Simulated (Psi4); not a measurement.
**doublet [BHOF2]+: levels of theory compared**

Aim: a comparison of 3 runs (UHF/3-21G, U-wB97X-V/def2-SVPD, UTPSSh/def2-SVPD) of doublet [BHOF2]+. 

The results are computed with Psi4 1.11.

**1. Starting point**

[BHOF2]+ has 5 atoms, charge +1, and is taken as a doublet. As SMILES of the parent species, `OB(F)F`. Geometry: relaxed at PBE0-D4/def2-TZVP. That shape belongs to the parent species and isn't relaxed for this state.

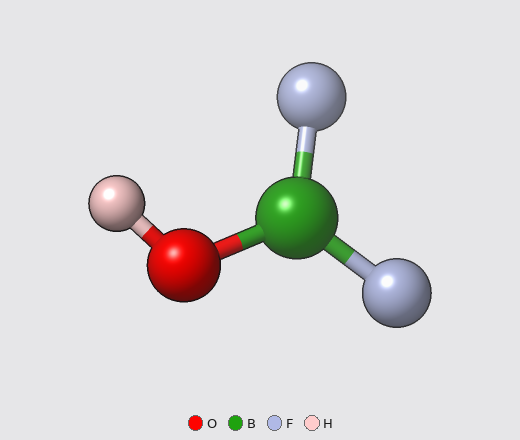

Viewed from a chosen angle; oxygen red, boron green, fluorine light blue, hydrogen pink.

**2. Energy and forces at UHF/3-21G (run 1)**

The input, bf2ho.inp:

```
memory 2.2 GB

molecule molecule1 {
  1 2
  O      0.038630     1.000750     0.174310
  B      0.105760    -0.342460     0.137210
  F      0.731030    -0.986880     1.100700
  F     -0.439530    -1.051930    -0.843330
  H     -0.435890     1.380520    -0.568880
  symmetry c1
  no_reorient
  no_com
}

set globals {
  basis 3-21G
  reference uhf
  puream true
  e_convergence 1e-09
  d_convergence 1e-08
  scf_type pk
  maxiter 100
}

e_tot = gradient("scf")
print_variables()
```

Command:

```
$ psi4 -n 1 bf2ho.inp bf2ho.out
```

bf2ho.out:

```text
[...]
  Running in c1 symmetry.
[...]
  Nuclear repulsion =  112.725598717264262
[...]
  Multiplicity = 2
[...]
  Nalpha       = 16
  Nbeta        = 15
[...]
    Number of basis functions: 38
[...]
   @UHF iter   1:  -297.01279361691957   -4.39704e-01   1.13550e-02 DIIS/ADIIS
[...]
   @UHF iter  15:  -297.11613162743288   -1.53477e-12   7.42673e-09 DIIS
[...]
   @S^2 Observed:                7.547850283E-01
[...]
  @UHF Final Energy:  -297.11613162743288
   => Energetics <=
    Nuclear Repulsion Energy =            112.7255987172642619
    One-Electron Energy =                -627.0087180537253744
    Two-Electron Energy =                 217.1669877090282910
    Total Energy =                       -297.1161316274328783
  UHF NO Occupations:
  HONO-2 :   14  A 1.9993094
  HONO-1 :   15  A 1.9989658
[...]
  -Total Gradient:
     Atom            X                  Y                   Z
    ------   -----------------  -----------------  -----------------
       1       -0.002315168274    -0.122243449900    -0.017312440539
       2       -0.024498096287     0.216882496706    -0.016605737784
       3        0.005015754934    -0.021208036989     0.005957719293
       4       -0.001485310720    -0.029757280183    -0.005741156919
       5        0.023282820347    -0.043673729635     0.033701615951
[...]
```

Wall time 1 s (1 thread of AMD EPYC 9B45 (Zen 5), shared host); peak memory 0.18 GiB.

**3. A single-point energy at U-wB97X-V/def2-SVPD (run 2)**

The input, job.py:

```python
import psi4

psi4.set_memory(2200000000)
psi4.set_num_threads(1)
psi4.core.set_output_file('run.log', False)

molecule = psi4.geometry("""
1 2
O      0.038630     1.000750     0.174310
B      0.105760    -0.342460     0.137210
F      0.731030    -0.986880     1.100700
F     -0.439530    -1.051930    -0.843330
H     -0.435890     1.380520    -0.568880
symmetry c1
""")

psi4.set_options({
    'basis': 'def2-SVPD',
    'reference': 'uks',
    'puream': True,
    'e_convergence': 1e-09,
    'd_convergence': 1e-08,
    'scf_type': 'pk',
    'dft_radial_points': 99,
    'dft_spherical_points': 590,
    'maxiter': 100,
})

E, wfn = psi4.energy('wb97x-v', molecule=molecule, return_wfn=True)
print(f'wb97x-v energy: {E:.10f} Eh')
```

Command:

```
$ python job.py
```

run.log:

```text
[...]
  Running in c1 symmetry.
[...]
  Nuclear repulsion =  112.725598717264262
[...]
  Multiplicity = 2
[...]
  Nalpha       = 16
  Nbeta        = 15
[...]
    Number of basis functions: 97
[...]
   @UKS iter   1:  -299.61818495092439   -1.26591e-01   4.39346e-03 DIIS/ADIIS
[...]
   @UKS iter  23:  -299.69576567810014   -3.11502e-11   9.99756e-09 DIIS
[...]
   @S^2 Observed:                7.571966719E-01
[...]
  @UKS Final Energy:  -299.69576567810014
   => Energetics <=
    Nuclear Repulsion Energy =            112.7255987172642619
    One-Electron Energy =                -628.9120964400573257
    Two-Electron Energy =                 240.4186077422161816
    DFT Exchange-Correlation Energy =     -24.0578842278235072
    Empirical Dispersion Energy =           0.0000000000000000
    VV10 Nonlocal Energy =                  0.1300085303002402
    Total Energy =                       -299.6957656781001447
[...]
 Multipole Moments:
 ------------------------------------------------------------------------------------
     Multipole            Electronic (a.u.)      Nuclear  (a.u.)        Total (a.u.)
 ------------------------------------------------------------------------------------
 L = 1.  Multiply by 2.5417464519 to convert [e a0] to [Debye]
 Dipole X            :          0.0300189           -0.5864318           -0.5564128
 Dipole Y            :         -1.2760215            2.8269837            1.5509623
 Dipole Z            :         -0.0911113           -0.6583888           -0.7495000
 Magnitude           :                                                    1.8102015
[...]
```

Standard output:

```text
wb97x-v energy: -299.6957656781 Eh
```

Run time: 74 s. Hardware: 1 thread of AMD EPYC 9B45 (Zen 5), shared host; peak memory 1.2 GiB.

**4. Energy and gradient at UTPSSh/def2-SVPD (run 3)**

The input, bf2ho.in:

```
memory 2.2 GB

molecule geom {
  1 2
  O      0.07300012     1.89114342     0.32939816
  B      0.19985743    -0.64715561     0.25928932
  F      1.38144649    -1.86493292     2.08002155
  F     -0.83059132    -1.98785960    -1.59366273
  H     -0.82371272     2.60880471    -1.07502740
  units bohr
  symmetry c1
}

set {
  basis                def2-SVPD
  reference            uks
  puream               true
  e_convergence        1e-09
  d_convergence        1e-08
  scf_type             pk
  dft_radial_points    99
  dft_spherical_points 590
  maxiter              100
}

E, wfn = gradient('tpssh', return_wfn=True)
oeprop(wfn, 'QUADRUPOLE', 'LOWDIN_CHARGES', 'MULLIKEN_CHARGES')
```

Command:

```
$ psi4 -n 1 bf2ho.in bf2ho.out
```

bf2ho.out:

```text
[...]
  Running in c1 symmetry.
[...]
  Nuclear repulsion =  112.725598750141998
[...]
  Multiplicity = 2
[...]
  Nalpha       = 16
  Nbeta        = 15
[...]
    Number of basis functions: 97
[...]
   @UKS iter   1:  -299.64659764975249    1.74620e-01   6.46093e-03 ADIIS/DIIS
[...]
   @UKS iter  17:  -299.80811889897257   -2.50111e-12   7.69091e-09 DIIS
[...]
   @S^2 Observed:                7.544849655E-01
[...]
  @UKS Final Energy:  -299.80811889897257
   => Energetics <=
    Nuclear Repulsion Energy =            112.7255987501419980
    One-Electron Energy =                -629.0313938129893359
    Two-Electron Energy =                 246.8505725694502360
    DFT Exchange-Correlation Energy =     -30.3528964055754891
    Empirical Dispersion Energy =           0.0000000000000000
    VV10 Nonlocal Energy =                  0.0000000000000000
    Total Energy =                       -299.8081188989725661
[...]
  -Total Gradient:
     Atom            X                  Y                   Z
    ------   -----------------  -----------------  -----------------
       1        0.008207571912     0.027799856708     0.016639655569
       2       -0.020891003612     0.023473743199    -0.031970110679
       3       -0.000199554035     0.002416908444    -0.000063257039
       4        0.001866480736    -0.010746225007     0.001899726264
       5        0.011028128484    -0.042992827049     0.013507846430
[...]
```

Wall time 57 s (1 thread of AMD EPYC 9B45 (Zen 5), shared host); peak memory 1 GiB.

**5. The series**

| run | level | task | integration grid | energy (Eh) | HOMO energy (eV) | LUMO energy (eV) | ⟨S²⟩ | wall time |
| --- | --- | --- | --- | --- | --- | --- | --- | --- |
| 1 | UHF/3-21G | gradient | – | -297.116132 | -23.98 | -10.72 | 0.755 | 1 s |
| 2 | U-wB97X-V/def2-SVPD | energy | 99 radial × 590 angular | -299.695766 | -21.85 | -15.25 | 0.757 | 74 s |
| 3 | UTPSSh/def2-SVPD | gradient | 99 radial × 590 angular | -299.808119 | -18.61 | -17.55 | 0.754 | 57 s |

**6. What came out**

| quantity | value |
| --- | --- |
| run 3: total energy | -299.80812 Eh |
| run 3: HOMO energy (highest over α and β) | -18.61 eV |
| run 3: LUMO energy (lowest over α and β) | -17.55 eV |
| run 3: ⟨S²⟩ | 0.754 |
| run 3: largest force on an atom | 2.386 eV/Å |

What this shows: Totals of different functionals can't be ranked against each other. All runs together took 2.2 min, the longest 74 s.
